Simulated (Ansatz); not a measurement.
# Ag: energy and stress against strain

The task, for Ag: see how energy and stress answer to the strain pattern (0, 1, 0, 0, 0, 0).

Program: Ansatz 0.2.0. Level of theory: DFT PBEsol, scalar-relativistic, plane waves, PAW. These are calculated values, not measurements.

## (1) The structure to begin with

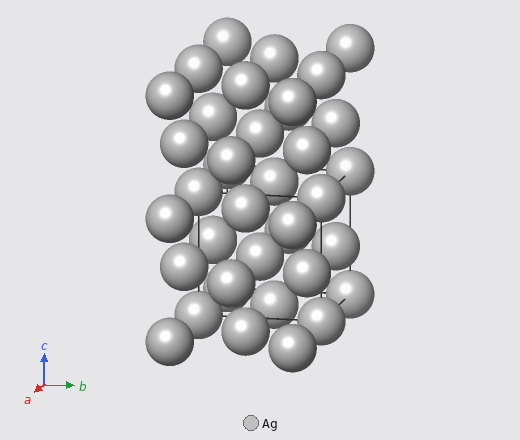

Start, viewed slightly off an axis; silver light grey. 2×1×2 cells are drawn. Atoms on the faces are drawn again on the opposite ones. The cell drawn here is the conventional one.

Structure file:

```
Ag
1.0
     0.00000    2.04310    2.04310
     2.04310    0.00000    2.04310
     2.04310    2.04310    0.00000
Ag
1
Direct
  0.00000 0.00000 0.00000
```

No relaxation comes first: the listed cell is the starting point.

## (2) The reference: the undisturbed cell on the scan's mesh

Contents of input.yaml:

```yaml
crystal:
  lattice:
    - [0.0, 2.0431, 2.0431]
    - [2.0431, 0.0, 2.0431]
    - [2.0431, 2.0431, 0.0]
  atoms:
    - { symbol: Ag, position: [0.0, 0.0, 0.0] }
basis:
  ecutwfc: 350.0
kpoints:
  mp_grid: { grid: [20, 20, 20] }
hamiltonian:
  xc: pbesol
scf:
  occupations: { method: gaussian, width: 0.15 }
output:
  forces: true
  stress: true
  eigenvalues: true
```

The run is started by

```
ansatz run input.yaml --threads 1 --pin off --max-ram 2560MiB --backend cpu --events-out ev --progress --plain --runs-dir out
```

The log of the run:

```text
Warning: basis.ecutwfc = 350 eV is below the records' recommended 420 eV, and the density's cutoff is lower with it unless basis.ecutrho_ratio is high enough to keep the records' density cutoff: compare with a run at a higher cutoff
Warning: RAYON_NUM_THREADS=1 ignored (pool sized by the plan → 1); use --threads N
Engine: ansatz 0.2.0, x86_64-unknown-linux-gnu
Pseudopotentials: kind: paw
Pseudopotential: Ag, paw, valence charge 19, recommended cutoff 420 eV (normal), Ag.paw.azcp
Functional definition: PBEsol
  exchange = pbesol_x
  correlation = pbesol_c
Crystal: 1 atoms, lattice volume = 17.057 Å³
Basis set: ecut = 350 eV, 259 PW (Γ), exchange–correlation on 36×36×36 points (8 copies of the dense FFT grid, shifted against one another)
Bands: 14, of which v1, the nominal top of the filled ones, is band 10 counted from 1 (9 counted from 0)
Symmetry: 48 space group operations
Space group: Fm-3m (ITA 225), of the structure as read, at distance tolerance 2.6e-5 Å
k-points: 256 of 8000
Non-local potential: Ag, projectors of the file, l = 0: 3, l = 1: 2, l = 2: 2, l = 3: 1
PAW form: soft (Blöchl's): semilocal exchange-correlation on the pseudo side does not see the compensation charge
PAW frozen core: Ag, regenerated for the run's functional, and the local potential with it (the file was generated under x = pbe(κ = 0.804, μ = 0.2195149727645171), c = pbe(β = 0.06672455060314922))
PAW one-centre angular grid: Ag, 590 points (default); XC on 64 Gauss nodes
Initial density: superposition of atomic densities (neutral atoms: chi_scale 0, normalization atom), corrected by the library's trained network
Initial wavefunctions: pseudopotential atomic-orbital guess
Functional: x = pbesol(κ = 0.804, μ = 0.12345679012345678), c = pbesol(β = 0.046)
SCF iter   1: F=—  HF=-7522.248338 eV  |F-HF|=—  |Δ(HF+E_count)|=         —  Δρ=1.02e-2  dr2=1.61e-2  ethr=1.77e-3  ⟨swp⟩=4.2  Hψ=16923  notcnv=0
preconditioner: auto → none  [metal: Δε(μ)=0.097 eV  Ē_g=16.102 eV  σ=0.150 eV  W_gap=0.35  n_scr=8 (ndim 8)  ℏωp=29.8 eV  f_vac=0.000  D(μ)=0.21/eV (n_scr^D=0)  sad-step TF]
SCF iter   2: F=—  HF=-7522.243661 eV  |F-HF|=—  |Δ(HF+E_count)|=   4.68e-3  Δρ=2.66e-3  dr2=1.15e-3  ethr=8.46e-5  ⟨swp⟩=1.7  Hψ=6335  notcnv=0
SCF iter   3: F=—  HF=-7522.243339 eV  |F-HF|=—  |Δ(HF+E_count)|=   3.22e-4  Δρ=8.76e-4  dr2=4.18e-5  ethr=6.06e-6  ⟨swp⟩=2.1  Hψ=4708  notcnv=0
SCF iter   4: F=—  HF=-7522.243341 eV  |F-HF|=—  |Δ(HF+E_count)|=   1.77e-6  Δρ=1.38e-4  dr2=1.15e-6  ethr=2.20e-7  ⟨swp⟩=2.7  Hψ=5931  notcnv=0
iter 5 did not close the SCF: its close was put off for the readings that it lacked (scf_convergence_deferred on its scf_iter line)
SCF iter   5: F=-7522.243341 eV  HF=-7522.243341 eV  |F-HF|=6.79e-9  |Δ(HF+E_count)|=   4.36e-7  Δρ=1.14e-5  dr2=1.23e-8  ethr=6.03e-9  ⟨swp⟩=2.0  Hψ=5848  notcnv=0
SCF iter   6: F=-7522.243341 eV  HF=-7522.243341 eV  |F-HF|=1.64e-11  |Δ(HF+E_count)|=  6.93e-10  Δρ=4.08e-7  dr2=2.09e-11  ethr=6.48e-11  ⟨swp⟩=2.4  Hψ=11837  notcnv=0
SCF 1 converged in 6 iterations: F = -7522.243341 eV  dr2 = 2.09e-11
SCF converged after 6 iterations
Free energy (F): -7522.243341 eV
Harris-Foulkes:  -7522.243341 eV  (|F-HF|=1.64e-11)
Internal energy: -7522.241031 eV  (E = F + TS)
E sigma→0 (E₀):  -7522.242186 eV
Entropy (-TS):   -0.002310 eV (-2.310 meV/atom)
Fermi energy:    17.144615 eV
--- Per-component energies (eV) ---
  E_band       = -236.856893
  E_kinetic    = 527.291436
  E_local      = -2194.491036  (includes V_loc(G=0)·N_el)
  E_nonlocal   = 82.402991
  E_hartree    = 996.719837
  E_xc         = -183.663197
  E_vxc        = -234.339327  (∫ρ·V_xc dr)
  E_paw        = -3834.501043  (= ΣΔE_a)
  E_vpaw       = -411.161417  (= ΣTr[D̂ρ^β])
  E_aug_tail   = 0.000504  (compensation charges beyond the density's cutoff)
  E_ewald      = -2916.323262
  E_core_change = 0.322739  (= ΣΔE_core)
  E_smearing   = -0.002310  (= −TS)
  E_closure    = -0.000000  (closes the sum)
  Σ components = -7522.243341   (vs F -7522.243341, Δ=0.00e0)
--- Forces (eV/Å), atoms counted from 1 ---
  atom   1  Ag    -0.00000000     0.00000000     0.00000000
  max |Σ_I F_I| component: 3.08e-32 eV/Å
--- Stress (GPa, compression-positive) ---
       -2.651855      -0.000000       0.000000
       -0.000000      -2.651855       0.000000
       -0.000000       0.000000      -2.651855
  P = ⅓ Tr σ = -2.6519 GPa (-26.519 kbar)
--- Band table (eV; the first three rows and the last of 256) ---
  k-point 0: bands = ["-74.6939", "-38.1058", "-38.1058", "-38.1058", "9.3181", "12.4097", "12.4097", "12.4097", "13.4611", "13.4611", "32.9993", "36.5880", "36.5880", "36.5880"]
  k-point 1: bands = ["-74.6934", "-38.1099", "-38.1064", "-38.1064", "9.3968", "12.3908", "12.4320", "12.4320", "13.4524", "13.4524", "33.0217", "35.9085", "36.6243", "36.6243"]
  k-point 2: bands = ["-74.6923", "-38.1217", "-38.1082", "-38.1082", "9.6263", "12.3436", "12.4917", "12.4917", "13.4329", "13.4329", "32.9232", "34.6129", "36.7149", "36.7149"]
  k-point 255: bands = ["-74.6710", "-38.2160", "-38.2160", "-38.1701", "11.5071", "12.1238", "12.1238", "13.4638", "14.4734", "23.0750", "23.0750", "24.0902", "25.3264", "39.6337"]
```

It took 6.3 s on 1 thread of AMD EPYC (Zen 3), shared host; peak memory 0.33 GiB.

Reference values: F = -7522.2433 eV; pressure -2.65 GPa; largest force 0.000 eV/Å; gap on the mesh none (metal).

## (3) Setting up energy and stress against strain

The cell is strained by ε times the Voigt pattern (0, 1, 0, 0, 0, 0) (xx, yy, zz, yz, xz, xy; engineering shear), with fractional coordinates fixed (clamped ions). The stress on the pattern is the sum of the stress components weighted by it, tension positive.

## (4) Point ε = -0.0200

Changes to input.yaml since step 2:

```diff
@@ -2,5 +2,5 @@
   lattice:
-    - [0.0, 2.0431, 2.0431]
+    - [0.0, 2.002238, 2.0431]
     - [2.0431, 0.0, 2.0431]
-    - [2.0431, 2.0431, 0.0]
+    - [2.0431, 2.002238, 0.0]
   atoms:
```

The run is started by

```
ansatz run input.yaml --threads 1 --pin off --max-ram 2560MiB --backend cpu --events-out ev --progress --plain --runs-dir out
```

The log of the run:

```text
Warning: basis.ecutwfc = 350 eV is below the records' recommended 420 eV, and the density's cutoff is lower with it unless basis.ecutrho_ratio is high enough to keep the records' density cutoff: compare with a run at a higher cutoff
Warning: RAYON_NUM_THREADS=1 ignored (pool sized by the plan → 1); use --threads N
[... 6 set-up lines as earlier in the session ...]
Crystal: 1 atoms, lattice volume = 16.716 Å³
Basis set: ecut = 350 eV, 259 PW (Γ), exchange–correlation on 36×36×36 points (8 copies of the dense FFT grid, shifted against one another)
Bands: 14, of which v1, the nominal top of the filled ones, is band 10 counted from 1 (9 counted from 0)
Symmetry: 16 space group operations
Space group: I4/mmm (ITA 139), of the structure as read, at distance tolerance 2.6e-5 Å
k-points: 641 of 8000
[... 7 set-up lines as earlier in the session ...]
SCF iter   1: F=—  HF=-7522.251024 eV  |F-HF|=—  |Δ(HF+E_count)|=         —  Δρ=1.02e-2  dr2=1.58e-2  ethr=1.77e-3  ⟨swp⟩=4.2  Hψ=42509  notcnv=0
preconditioner: auto → none  [metal: Δε(μ)=0.024 eV  Ē_g=16.313 eV  σ=0.150 eV  W_gap=0.09  n_scr=8 (ndim 8)  ℏωp=30.1 eV  f_vac=0.000  D(μ)=0.22/eV (n_scr^D=0)  sad-step TF]
SCF iter   2: F=—  HF=-7522.246392 eV  |F-HF|=—  |Δ(HF+E_count)|=   4.63e-3  Δρ=2.72e-3  dr2=1.16e-3  ethr=8.30e-5  ⟨swp⟩=1.7  Hψ=15737  notcnv=0
SCF iter   3: F=—  HF=-7522.246068 eV  |F-HF|=—  |Δ(HF+E_count)|=   3.25e-4  Δρ=8.82e-4  dr2=4.14e-5  ethr=6.11e-6  ⟨swp⟩=2.1  Hψ=11826  notcnv=0
SCF iter   4: F=—  HF=-7522.246070 eV  |F-HF|=—  |Δ(HF+E_count)|=   2.86e-6  Δρ=1.35e-4  dr2=1.04e-6  ethr=2.18e-7  ⟨swp⟩=2.3  Hψ=14776  notcnv=0
iter 5 did not close the SCF: its close was put off for the readings that it lacked (scf_convergence_deferred on its scf_iter line)
SCF iter   5: F=-7522.246071 eV  HF=-7522.246071 eV  |F-HF|=8.91e-9  |Δ(HF+E_count)|=   4.56e-7  Δρ=1.28e-5  dr2=1.56e-8  ethr=5.45e-9  ⟨swp⟩=2.0  Hψ=14590  notcnv=0
SCF iter   6: F=-7522.246071 eV  HF=-7522.246071 eV  |F-HF|=2.00e-11  |Δ(HF+E_count)|=   1.41e-9  Δρ=4.35e-7  dr2=2.38e-11  ethr=8.20e-11  ⟨swp⟩=2.5  Hψ=29857  notcnv=0
SCF 1 converged in 6 iterations: F = -7522.246071 eV  dr2 = 2.38e-11
SCF converged after 6 iterations
Free energy (F): -7522.246071 eV
Harris-Foulkes:  -7522.246071 eV  (|F-HF|=2.00e-11)
Internal energy: -7522.243721 eV  (E = F + TS)
E sigma→0 (E₀):  -7522.244896 eV
Entropy (-TS):   -0.002350 eV (-2.350 meV/atom)
Fermi energy:    17.615535 eV
--- Per-component energies (eV) ---
  E_band       = -229.164166
  E_kinetic    = 527.598300
  E_local      = -2162.928403  (includes V_loc(G=0)·N_el)
  E_nonlocal   = 82.323498
  E_hartree    = 984.752951
  E_xc         = -183.854574
  E_vxc        = -234.597564  (∫ρ·V_xc dr)
  E_paw        = -3834.446356  (= ΣΔE_a)
  E_vpaw       = -411.066832  (= ΣTr[D̂ρ^β])
  E_aug_tail   = 0.000633  (compensation charges beyond the density's cutoff)
  E_ewald      = -2936.012508
  E_core_change = 0.322739  (= ΣΔE_core)
  E_smearing   = -0.002350  (= −TS)
  E_closure    = 0.000000  (closes the sum)
  Σ components = -7522.246071   (vs F -7522.246071, Δ=0.00e0)
--- Forces (eV/Å), atoms counted from 1 ---
  atom   1  Ag     0.00000000    -0.00000000     0.00000000
  max |Σ_I F_I| component: 1.60e-31 eV/Å
--- Stress (GPa, compression-positive) ---
       -0.672276       0.000000       0.000000
       -0.000000       0.098915      -0.000000
        0.000000      -0.000000      -0.672276
  P = ⅓ Tr σ = -0.4152 GPa (-4.152 kbar)
--- Band table (eV; the first three rows and the last of 641) ---
  k-point 0: bands = ["-74.2830", "-37.6883", "-37.6883", "-37.6874", "9.6316", "12.7566", "12.7566", "12.8864", "13.8189", "13.9547", "33.5057", "37.1053", "37.1053", "37.4015"]
  k-point 1: bands = ["-74.2826", "-37.6924", "-37.6890", "-37.6882", "9.7116", "12.7497", "12.7797", "12.8963", "13.8113", "13.9442", "33.5336", "36.5116", "37.1483", "37.3588"]
  k-point 2: bands = ["-74.2812", "-37.7052", "-37.6912", "-37.6900", "9.9450", "12.7168", "12.8410", "12.9414", "13.7958", "13.9193", "33.4657", "35.2136", "37.2588", "37.4511"]
  k-point 640: bands = ["-74.2564", "-37.8593", "-37.7616", "-37.7616", "11.0764", "11.2314", "14.6856", "14.9429", "14.9429", "19.3780", "24.8378", "28.0724", "28.0724", "34.7057"]
```

Wall time 15 s (1 thread of AMD EPYC (Zen 3), shared host); peak memory 0.4 GiB.

## (5) Point ε = 0.0150

Changes to input.yaml since step 4:

```diff
@@ -2,5 +2,5 @@
   lattice:
-    - [0.0, 2.002238, 2.0431]
+    - [0.0, 2.0737465, 2.0431]
     - [2.0431, 0.0, 2.0431]
-    - [2.0431, 2.002238, 0.0]
+    - [2.0431, 2.0737465, 0.0]
   atoms:
```

The run is started by

```
ansatz run input.yaml --threads 1 --pin off --max-ram 2560MiB --backend cpu --events-out ev --progress --plain --runs-dir out
```

The log of the run:

```text
[... 29 lines left out ...]
SCF 1 converged in 6 iterations: F = -7522.237563 eV  dr2 = 7.45e-11
SCF converged after 6 iterations
Free energy (F): -7522.237563 eV
Harris-Foulkes:  -7522.237563 eV  (|F-HF|=6.09e-11)
Internal energy: -7522.235255 eV  (E = F + TS)
E sigma→0 (E₀):  -7522.236409 eV
Entropy (-TS):   -0.002307 eV (-2.307 meV/atom)
Fermi energy:    16.808966 eV
--- Per-component energies (eV) ---
  E_band       = -242.427432
  E_kinetic    = 527.083082
  E_local      = -2217.733257  (includes V_loc(G=0)·N_el)
  E_nonlocal   = 82.462485
  E_hartree    = 1005.575105
  E_xc         = -183.526268
  E_vxc        = -234.154465  (∫ρ·V_xc dr)
  E_paw        = -3834.544738  (= ΣΔE_a)
  E_vpaw       = -411.236589  (= ΣTr[D̂ρ^β])
  E_aug_tail   = 0.000570  (compensation charges beyond the density's cutoff)
  E_ewald      = -2901.874974
  E_core_change = 0.322739  (= ΣΔE_core)
  E_smearing   = -0.002307  (= −TS)
  E_closure    = 0.000000  (closes the sum)
  Σ components = -7522.237563   (vs F -7522.237563, Δ=0.00e0)
--- Forces (eV/Å), atoms counted from 1 ---
  atom   1  Ag     0.00000000    -0.00000000     0.00000000
  max |Σ_I F_I| component: 2.93e-32 eV/Å
--- Stress (GPa, compression-positive) ---
       -3.926665      -0.000000       0.000000
       -0.000000      -4.511609      -0.000000
        0.000000      -0.000000      -3.926665
  P = ⅓ Tr σ = -4.1216 GPa (-41.216 kbar)
--- Band table (eV; the first three rows and the last of 641) ---
  k-point 0: bands = ["-74.9913", "-38.4085", "-38.4078", "-38.4078", "9.0920", "12.0660", "12.1594", "12.1594", "13.1030", "13.1995", "32.6384", "36.0124", "36.2033", "36.2033"]
  k-point 1: bands = ["-74.9909", "-38.4119", "-38.4089", "-38.4083", "9.1697", "12.0715", "12.1574", "12.1809", "13.0950", "13.1901", "32.6563", "35.4482", "36.1134", "36.2348"]
  k-point 2: bands = ["-74.9898", "-38.4230", "-38.4107", "-38.4099", "9.3966", "12.0522", "12.1890", "12.2393", "13.0799", "13.1678", "32.5328", "34.1765", "36.1878", "36.3116"]
  k-point 640: bands = ["-74.9708", "-38.5546", "-38.4648", "-38.4648", "10.5056", "10.6467", "13.9072", "14.1314", "14.1314", "18.2058", "23.1814", "27.5161", "27.5161", "33.8848"]
```

It took 15 s on 1 thread of AMD EPYC (Zen 3), shared host; peak memory 0.4 GiB.

## (6) ε = -0.0100

Changes to input.yaml since step 5:

```diff
@@ -2,5 +2,5 @@
   lattice:
-    - [0.0, 2.0737465, 2.0431]
+    - [0.0, 2.022669, 2.0431]
     - [2.0431, 0.0, 2.0431]
-    - [2.0431, 2.0737465, 0.0]
+    - [2.0431, 2.022669, 0.0]
   atoms:
```

The run is started by

```
ansatz run input.yaml --threads 1 --pin off --max-ram 2560MiB --backend cpu --events-out ev --progress --plain --runs-dir out
```

The log of the run:

```text
[... 29 lines left out ...]
SCF 1 converged in 6 iterations: F = -7522.245425 eV  dr2 = 2.75e-11
SCF converged after 6 iterations
Free energy (F): -7522.245425 eV
Harris-Foulkes:  -7522.245425 eV  (|F-HF|=2.09e-11)
Internal energy: -7522.243092 eV  (E = F + TS)
E sigma→0 (E₀):  -7522.244259 eV
Entropy (-TS):   -0.002333 eV (-2.333 meV/atom)
Fermi energy:    17.376771 eV
--- Per-component energies (eV) ---
  E_band       = -233.049678
  E_kinetic    = 527.441567
  E_local      = -2178.794237  (includes V_loc(G=0)·N_el)
  E_nonlocal   = 82.362518
  E_hartree    = 990.759975
  E_xc         = -183.757798
  E_vxc        = -234.466985  (∫ρ·V_xc dr)
  E_paw        = -3834.473102  (= ΣΔE_a)
  E_vpaw       = -411.113443  (= ΣTr[D̂ρ^β])
  E_aug_tail   = 0.000627  (compensation charges beyond the density's cutoff)
  E_ewald      = -2926.105381
  E_core_change = 0.322739  (= ΣΔE_core)
  E_smearing   = -0.002333  (= −TS)
  E_closure    = 0.000000  (closes the sum)
  Σ components = -7522.245425   (vs F -7522.245425, Δ=0.00e0)
--- Forces (eV/Å), atoms counted from 1 ---
  atom   1  Ag     0.00000000     0.00000000     0.00000000
  max |Σ_I F_I| component: 4.93e-32 eV/Å
--- Stress (GPa, compression-positive) ---
       -1.705218       0.000000       0.000000
        0.000000      -1.316806       0.000000
        0.000000       0.000000      -1.705218
  P = ⅓ Tr σ = -1.5757 GPa (-15.757 kbar)
--- Band table (eV; the first three rows and the last of 641) ---
  k-point 0: bands = ["-74.4906", "-37.8993", "-37.8993", "-37.8988", "9.4731", "12.5812", "12.5812", "12.6454", "13.6387", "13.7056", "33.2488", "36.8460", "36.8460", "36.9879"]
  k-point 1: bands = ["-74.4901", "-37.9033", "-37.8999", "-37.8995", "9.5524", "12.5717", "12.6039", "12.6580", "13.6305", "13.6960", "33.2740", "36.2113", "36.8856", "36.9830"]
  k-point 2: bands = ["-74.4889", "-37.9156", "-37.9019", "-37.9013", "9.7839", "12.5309", "12.6644", "12.7113", "13.6130", "13.6739", "33.1913", "34.9108", "36.9860", "37.0793"]
  k-point 640: bands = ["-74.4659", "-38.0631", "-37.9675", "-37.9675", "10.9095", "11.0611", "14.4568", "14.7052", "14.7052", "19.0301", "24.3485", "27.9086", "27.9086", "34.4648"]
```

Run time: 14 s. Hardware: 1 thread of AMD EPYC (Zen 3), shared host; peak memory 0.4 GiB.

## (7) ε = 0.0050

Changes to input.yaml since step 6:

```diff
@@ -2,5 +2,5 @@
   lattice:
-    - [0.0, 2.022669, 2.0431]
+    - [0.0, 2.0533155, 2.0431]
     - [2.0431, 0.0, 2.0431]
-    - [2.0431, 2.022669, 0.0]
+    - [2.0431, 2.0533155, 0.0]
   atoms:
```

The run is started by

```
ansatz run input.yaml --threads 1 --pin off --max-ram 2560MiB --backend cpu --events-out ev --progress --plain --runs-dir out
```

The log of the run:

```text
[... 29 lines left out ...]
SCF 1 converged in 6 iterations: F = -7522.241735 eV  dr2 = 3.35e-11
SCF converged after 6 iterations
Free energy (F): -7522.241735 eV
Harris-Foulkes:  -7522.241735 eV  (|F-HF|=2.64e-11)
Internal energy: -7522.239429 eV  (E = F + TS)
E sigma→0 (E₀):  -7522.240582 eV
Entropy (-TS):   -0.002306 eV (-2.306 meV/atom)
Fermi energy:    17.031065 eV
--- Per-component energies (eV) ---
  E_band       = -238.732452
  E_kinetic    = 527.220845
  E_local      = -2202.278147  (includes V_loc(G=0)·N_el)
  E_nonlocal   = 82.422197
  E_hartree    = 999.682574
  E_xc         = -183.617117
  E_vxc        = -234.277115  (∫ρ·V_xc dr)
  E_paw        = -3834.515332  (= ΣΔE_a)
  E_vpaw       = -411.186268  (= ΣTr[D̂ρ^β])
  E_aug_tail   = 0.000525  (compensation charges beyond the density's cutoff)
  E_ewald      = -2911.477714
  E_core_change = 0.322739  (= ΣΔE_core)
  E_smearing   = -0.002306  (= −TS)
  E_closure    = -0.000000  (closes the sum)
  Σ components = -7522.241735   (vs F -7522.241735, Δ=0.00e0)
--- Forces (eV/Å), atoms counted from 1 ---
  atom   1  Ag     0.00000000     0.00000000     0.00000000
  max |Σ_I F_I| component: 1.48e-31 eV/Å
--- Stress (GPa, compression-positive) ---
       -3.095417       0.000000       0.000000
        0.000000      -3.290847       0.000000
        0.000000       0.000000      -3.095417
  P = ⅓ Tr σ = -3.1606 GPa (-31.606 kbar)
--- Band table (eV; the first three rows and the last of 641) ---
  k-point 0: bands = ["-74.7940", "-38.2078", "-38.2075", "-38.2075", "9.2419", "12.2939", "12.3254", "12.3254", "13.3406", "13.3733", "32.8773", "36.3930", "36.4594", "36.4594"]
  k-point 1: bands = ["-74.7936", "-38.2116", "-38.2083", "-38.2081", "9.3203", "12.2904", "12.3322", "12.3474", "13.3323", "13.3643", "32.8982", "35.7563", "36.4511", "36.4941"]
  k-point 2: bands = ["-74.7925", "-38.2232", "-38.2101", "-38.2098", "9.5489", "12.2483", "12.3869", "12.4067", "13.3142", "13.3438", "32.7916", "34.4663", "36.5372", "36.5800"]
  k-point 640: bands = ["-74.7720", "-38.3609", "-38.2688", "-38.2688", "10.6650", "10.8105", "14.1233", "14.3575", "14.3575", "18.5282", "23.6397", "27.6703", "27.6703", "34.1131"]
```

It took 15 s on 1 thread of AMD EPYC (Zen 3), shared host; peak memory 0.4 GiB.

## (8) ε = 0.0200

Changes to input.yaml since step 7:

```diff
@@ -2,5 +2,5 @@
   lattice:
-    - [0.0, 2.0533155, 2.0431]
+    - [0.0, 2.083962, 2.0431]
     - [2.0431, 0.0, 2.0431]
-    - [2.0431, 2.0533155, 0.0]
+    - [2.0431, 2.083962, 0.0]
   atoms:
```

The run is started by

```
ansatz run input.yaml --threads 1 --pin off --max-ram 2560MiB --backend cpu --events-out ev --progress --plain --runs-dir out
```

The log of the run:

```text
[... 29 lines left out ...]
SCF 1 converged in 6 iterations: F = -7522.235000 eV  dr2 = 7.85e-11
SCF converged after 6 iterations
Free energy (F): -7522.235000 eV
Harris-Foulkes:  -7522.235000 eV  (|F-HF|=6.55e-11)
Internal energy: -7522.232692 eV  (E = F + TS)
E sigma→0 (E₀):  -7522.233846 eV
Entropy (-TS):   -0.002308 eV (-2.308 meV/atom)
Fermi energy:    16.700295 eV
--- Per-component energies (eV) ---
  E_band       = -244.247718
  E_kinetic    = 527.016782
  E_local      = -2225.402843  (includes V_loc(G=0)·N_el)
  E_nonlocal   = 82.482853
  E_hartree    = 1008.505414
  E_xc         = -183.481689
  E_vxc        = -234.094274  (∫ρ·V_xc dr)
  E_paw        = -3834.559790  (= ΣΔE_a)
  E_vpaw       = -411.262191  (= ΣTr[D̂ρ^β])
  E_aug_tail   = 0.000577  (compensation charges beyond the density's cutoff)
  E_ewald      = -2897.116735
  E_core_change = 0.322739  (= ΣΔE_core)
  E_smearing   = -0.002308  (= −TS)
  E_closure    = 0.000000  (closes the sum)
  Σ components = -7522.235000   (vs F -7522.235000, Δ=0.00e0)
--- Forces (eV/Å), atoms counted from 1 ---
  atom   1  Ag     0.00000000    -0.00000000    -0.00000000
  max |Σ_I F_I| component: 1.97e-31 eV/Å
--- Stress (GPa, compression-positive) ---
       -4.315617       0.000000       0.000000
        0.000000      -5.094585       0.000000
        0.000000       0.000000      -4.315617
  P = ⅓ Tr σ = -4.5753 GPa (-45.753 kbar)
--- Band table (eV; the first three rows and the last of 641) ---
  k-point 0: bands = ["-75.0885", "-38.5073", "-38.5064", "-38.5064", "9.0182", "11.9540", "12.0776", "12.0776", "12.9849", "13.1136", "32.5215", "35.8147", "36.0755", "36.0755"]
  k-point 1: bands = ["-75.0881", "-38.5105", "-38.5076", "-38.5069", "9.0957", "11.9609", "12.0742", "12.0990", "12.9783", "13.1039", "32.5379", "35.2946", "35.9516", "36.1057"]
  k-point 2: bands = ["-75.0870", "-38.5214", "-38.5095", "-38.5084", "9.3216", "11.9516", "12.0958", "12.1569", "12.9645", "13.0807", "32.4056", "34.0341", "36.0167", "36.1781"]
  k-point 640: bands = ["-75.0687", "-38.6499", "-38.5614", "-38.5614", "10.4268", "10.5656", "13.8009", "14.0200", "14.0200", "18.0482", "22.9564", "27.4403", "27.4403", "33.7725"]
```

Wall time 15 s (1 thread of AMD EPYC (Zen 3), shared host); peak memory 0.41 GiB.

[end of part 1 of 2]
